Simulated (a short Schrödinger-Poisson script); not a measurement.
Stack: symmetric double-gate stack, SiO2 on p-type InP, at 300 K.

| layer | material | thickness (nm) | Na (cm⁻³) |
|---|---|---|---|
| 1 | SiO2 | 2 | - |
| 2 | InP | 4 | 1e18 |
| 3 | SiO2 | 2 | - |

The device is made up for the run: typed textbook-type constants, with dimensions and the other settings drawn at random. SiO2: permittivity 3.9, conduction-band edge (eV) 3.48, gap (eV) 9, electron mass (mₑ) 0.5. InP: permittivity 12.5, conduction-band edge (eV) 0, gap (eV) 1.344, Nv at 300 K (cm⁻³) 1.1e19.

Channel valleys (confinement mass, in-plane density-of-states mass, number): Γ 0.08, 0.08, 1. At the gates, both at one voltage, the conduction-band edge of layer 1 lies 3.99 eV − eVg above the Fermi level of the channel. Gaps are held at their typed values at every temperature. Mesh 0.03 nm at interfaces.

From a short Schrödinger-Poisson script (our own, NumPy): 1D Poisson equation in equilibrium, electrons quantum, Hartree (BenDaniel-Duke, 12 states a valley, the channel's in-plane mass for all, wave functions free to enter the dielectric), parabolic valleys, classical holes, full ionisation, no traps, pinning or gate leakage.

Only gate voltages with over 1e8 electrons/cm² are shown.

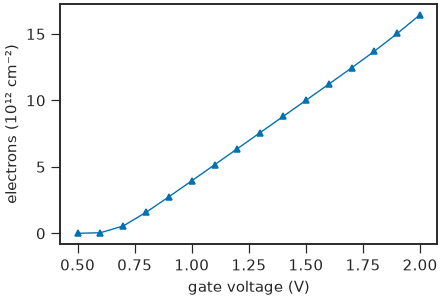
Sheet density against gate voltage

| Vg (V) | electrons (cm⁻²) | C (μF/cm²) | Γ E0 (meV) | Γ E1 (meV) |
|---|---|---|---|---|
| 0.5 | 1.04e9 | 0.00657 | 173.7 | 650.4 |
| 0.6 | 4.45e10 | 0.251 | 76.0 | 552.6 |
| 0.7 | 5.53e11 | 1.38 | 2.8 | 478.3 |
| 0.8 | 1.58e12 | 1.81 | -42.8 | 430.4 |
| 0.9 | 2.75e12 | 1.91 | -81.2 | 389.5 |
| 1 | 3.95e12 | 1.93 | -118.0 | 350.3 |
| 1.1 | 5.16e12 | 1.94 | -154.3 | 311.3 |
| 1.2 | 6.37e12 | 1.94 | -190.6 | 272.5 |
| 1.3 | 7.58e12 | 1.94 | -226.8 | 233.7 |
| 1.4 | 8.79e12 | 1.94 | -263.1 | 195.0 |
| 1.5 | 1.00e13 | 1.94 | -299.3 | 156.2 |
| 1.6 | 1.12e13 | 1.95 | -335.5 | 117.6 |
| 1.7 | 1.24e13 | 1.98 | -371.2 | 79.3 |
| 1.8 | 1.37e13 | 2.06 | -405.5 | 42.6 |
| 1.9 | 1.50e13 | 2.21 | -436.3 | 9.5 |
| 2 | 1.65e13 | 2.33 | -462.9 | -19.5 |

Subbands count from the Fermi level. The capacitance is that of both gates.

Above a few 1e12 electrons/cm² a light Γ valley is non-parabolic and upper valleys begin to fill, which the model leaves out.
